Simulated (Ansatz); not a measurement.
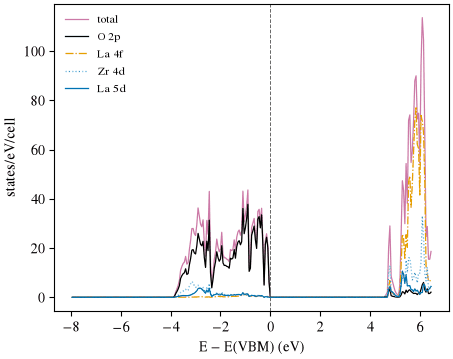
*Total and projected density of states of La₂Zr₂O₇ in space group Fd-3m (No. 227; La on 16c, Zr on 16d, O on 8a, O on 48f), plane-wave PAW r²SCAN (Ansatz code)*

### Question
Which orbitals carry the states next to the gap?

### Answer
Top 1 eV of the valence band: O 2p 90 %. Bottom 1 eV of the conduction band: La 4f 49 %, Zr 4d 26 %, La 5d 17 %, O 2p 6 %. Projections are on Löwdin-orthogonalised atomic valence shells; empty p or d shells of many metals are not among them.

### Question
Where is the tallest occupied peak in this window, and what makes it?

### Answer
Near -0.9 eV, about 44 states/eV per cell; the largest projected share is O 2p.

The first step of the workflow began from a Materials Project structure, measured or hypothetical; the Crystallography Open Database files this formula in space group No. 227, but the cells were not matched. Its standing as an ambient phase is unchecked. The r²SCAN relaxation kept the symmetry of its start; whether a distortion lowers the energy is not shown. The run is not spin-polarised. Spin–orbit coupling is left out wherever it is not named.

Potentials: the earlier of the program's two PAW sets.
